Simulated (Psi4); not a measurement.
# SiBrCl3 (bromotrichlorosilane): B3LYP/6-31G(d) (Cartesian functions)

What is the energy change on altering one bond length of SiBrCl3 (bromotrichlorosilane) at B3LYP/6-31G* (Cartesian functions)? 

Program for the calculation: Psi4 1.11.

2 further runs of the same task are left out: 2 that didn't finish.

## 1. Starting point

The species is SiBrCl3 (5 atoms), meant as a singlet with charge 0. SMILES: `Cl[Si](Cl)(Cl)Br`. The coordinates come from a PBE0-D4/def2-TZVP relaxation.

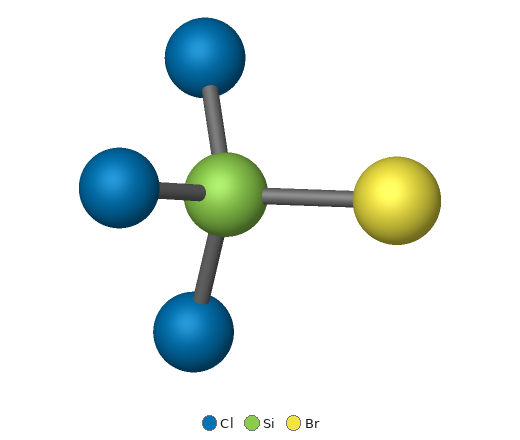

Viewed from a chosen angle; chlorine blue, silicon green, bromine yellow.

## 2. Energy and forces at B3LYP/6-31G(d) (Cartesian functions)

File calc.py:

```python
import psi4

psi4.set_memory(1600000000)
psi4.set_num_threads(1)
psi4.set_output_file('psi4.out', False)

molecule = psi4.geometry("""
0 1
Cl    -1.61174741    -0.41139338     3.44232511
Si     0.00642507    -0.08050233    -0.00604712
Cl     3.19458201    -2.18868080    -0.11187179
Cl    -2.42962088    -1.34113863    -2.66980507
Br     0.93428060     3.88225335    -0.73302476
units au
symmetry c1
no_reorient
no_com
""")

psi4.set_options({
    'basis': '6-31G*',
    'puream': False,
    'e_convergence': 1e-09,
    'd_convergence': 1e-08,
    'scf_type': 'pk',
    'dft_radial_points': 99,
    'dft_spherical_points': 590,
})

energy_value, wavefunction = psi4.gradient("b3lyp", molecule=molecule, return_wfn=True)
psi4.oeprop(wavefunction, "MAYER_INDICES", "QUADRUPOLE", "WIBERG_LOWDIN_INDICES")
print('gradient / Eh bohr^-1')
print(energy_value.np.round(6))
print(f'energy = {wavefunction.energy():.10f} Eh')
```

The run is started by

```bash
$ python calc.py
```

psi4.out:

```text
[...]
  Running in c1 symmetry.
[...]
  Nuclear repulsion =  718.568526642206507
[...]
  Multiplicity = 1
[...]
  Nalpha       = 50
  Nbeta        = 50
[...]
    Number of basis functions: 111
[...]
   @RKS iter   1: -4243.78905272965676   -8.77767e-01   1.48668e-02 ADIIS/DIIS
[...]
   @RKS iter  10: -4244.15405011044641   -3.27418e-11   4.90822e-09 DIIS
[...]
  @RKS Final Energy: -4244.15405011044641
   => Energetics <=
    Nuclear Repulsion Energy =            718.5685266422065069
    One-Electron Energy =               -7321.5947366425698419
    Two-Electron Energy =                2517.4942461642390299
    DFT Exchange-Correlation Energy =    -158.6220862743220152
    Empirical Dispersion Energy =           0.0000000000000000
    VV10 Nonlocal Energy =                  0.0000000000000000
    Total Energy =                      -4244.1540501104464056
[...]
  -Total Gradient:
     Atom            X                  Y                   Z
    ------   -----------------  -----------------  -----------------
       1        0.005046641270     0.001308840597    -0.010661291663
       2       -0.000575062579    -0.002372240740     0.000431801725
       3       -0.009723230944     0.006770176100     0.000275707078
       4        0.007566090942     0.004170566104     0.008148516893
       5       -0.002312210807    -0.009880047266     0.001811098769
[...]
 Multipole Moments:
 ------------------------------------------------------------------------------------
     Multipole            Electronic (a.u.)      Nuclear  (a.u.)        Total (a.u.)
 ------------------------------------------------------------------------------------
 L = 1.  Multiply by 2.5417464519 to convert [e a0] to [Debye]
 Dipole X            :        -18.3731392           18.3944052            0.0212661
 Dipole Y            :        -67.6598551           67.7512169            0.0913618
 Dipole Z            :         14.4927212          -14.5095060           -0.0167848
 Magnitude           :                                                    0.0952940
 L = 2.  Multiply by 1.3450342976 to convert [e a0^2] to [Debye ang]
 Quadrupole XX       :       -399.9705860          348.5557927          -51.4147932
 Quadrupole XY       :        -74.5357656           74.7449539            0.2091882
[...]
```

On the terminal:

```text
gradient / Eh bohr^-1
[[ 0.005047  0.001309 -0.010661]
 [-0.000575 -0.002372  0.000432]
 [-0.009723  0.00677   0.000276]
 [ 0.007566  0.004171  0.008149]
 [-0.002312 -0.00988   0.001811]]
energy = -4244.1540501104 Eh
```

Run time: 20 s. Hardware: 1 thread of Intel Xeon 6975P-C (Granite Rapids), shared host; peak memory 0.63 GiB.

## 3. The distorted shape at the same level

File brcl3si.xyz:

```xyz
5
BrCl3Si
Cl    -2.877418     1.121018     1.888800
Si    -2.021118     1.296118     0.064000
Cl     1.690500    -1.158200    -0.059200
Cl    -3.310218     0.629018    -1.345600
Br    -1.530118     3.393118    -0.320700
```

File run_ase.py:

```python
import numpy as np
from ase.calculators.psi4 import Psi4
from ase.io import read

atoms = read('brcl3si.xyz')
calc = Psi4(atoms=atoms, method='b3lyp', basis='6-31G*', memory='1600MB', num_threads=1, charge=0, multiplicity=1, label='psi4-calc')
calc.psi4.set_options({'puream': False, 'e_convergence': 1e-09, 'd_convergence': 1e-08, 'scf_type': 'pk', 'dft_radial_points': 99, 'dft_spherical_points': 590})
atoms.calc = calc

forces = atoms.get_forces()
print(f'energy: {atoms.get_potential_energy():.6f} eV')
print('forces / eV A^-1')
print(np.round(forces, 5))
```

The run is started by

```bash
$ python run_ase.py
```

psi4-calc.dat, shortened:

```text
[...]
  Running in c1 symmetry.
[...]
  Nuclear repulsion =  612.892779205879151
[...]
  Multiplicity = 1
[...]
  Nalpha       = 50
  Nbeta        = 50
[...]
    Number of basis functions: 111
[...]
   @RKS iter   1: -4243.47005964593609   -1.02370e+00   1.50725e-02 ADIIS/DIIS
[...]
   @RKS iter  31: -4243.98480717420807   -2.72848e-12   4.94875e-09 DIIS
[...]
  @RKS Final Energy: -4243.98480717420807
   => Energetics <=
    Nuclear Repulsion Energy =            612.8927792058791510
    One-Electron Energy =               -7108.6443557137090465
    Two-Electron Energy =                2410.2515446823686034
    DFT Exchange-Correlation Energy =    -158.4847753487468651
    Empirical Dispersion Energy =           0.0000000000000000
    VV10 Nonlocal Energy =                  0.0000000000000000
    Total Energy =                      -4243.9848071742080720
[...]
 Multipole Moments:
 ------------------------------------------------------------------------------------
     Multipole            Electronic (a.u.)      Nuclear  (a.u.)        Total (a.u.)
 ------------------------------------------------------------------------------------
 L = 1.  Multiply by 2.5417464519 to convert [e a0] to [Debye]
 Dipole X            :         -1.6480978           -0.6476375           -2.2957353
 Dipole Y            :         13.7369322          -12.0090282            1.7279040
 Dipole Z            :         -1.8693231            1.9135905            0.0442674
 Magnitude           :                                                    2.8736758
[...]
  -Total Gradient:
     Atom            X                  Y                   Z
    ------   -----------------  -----------------  -----------------
       1       -0.001570821411     0.005605667562    -0.009608509305
       2       -0.001933870479    -0.001233906361     0.000443812954
       3        0.011193474912    -0.007371945931    -0.000376007216
       4        0.000736025325     0.008227397033     0.007618522303
       5       -0.008417218268    -0.005200657950     0.001917131988
[...]
```

Standard output:

```text
energy: -115484.708870 eV
forces / eV A^-1
[[ 0.08077 -0.28826  0.49409]
 [ 0.09944  0.06345 -0.02282]
 [-0.57559  0.37908  0.01934]
 [-0.03785 -0.42307 -0.39176]
 [ 0.43283  0.26743 -0.09858]]
```

It took 29 s on 1 thread of Intel Xeon 6975P-C (Granite Rapids), shared host; peak memory 0.66 GiB.

## 4. What came out

Level: B3LYP/6-31G* (Cartesian functions).

| quantity | value |
| --- | --- |
| first shape: total energy | -4244.15405 Eh |
| first shape: dipole moment | 0.24 D |
| first shape: HOMO energy | -8.82 eV |
| first shape: LUMO energy | -1.32 eV |
| first shape: HOMO–LUMO gap | 7.50 eV |
| first shape: largest force on an atom | 0.611 eV/Å |
| distorted shape: total energy | -4243.98481 Eh |
| distorted shape: dipole moment | 7.30 D |
| distorted shape: HOMO energy | -7.08 eV |
| distorted shape: LUMO energy | -6.11 eV |
| distorted shape: HOMO–LUMO gap | 0.97 eV |
| distorted shape: largest force on an atom | 0.689 eV/Å |
| energy change with the Si2–Cl3 bond stretched from 2.023 to 4.451 Å | 4.605 eV |

What this shows: One bond (distorted shape) is far stretched, which a spin-restricted single reference describes badly; a broken-symmetry solution may lie lower. With the Si2–Cl3 bond stretched from 2.023 to 4.451 Å the energy rises by 4.61 eV (444 kJ/mol). The first shape isn't relaxed at this level, so the change isn't measured from a minimum. A restricted reference can't describe the breaking bond well at this length. The largest force (first shape) is 0.61 eV/Å: the shape isn't a stationary point for this species at this level.
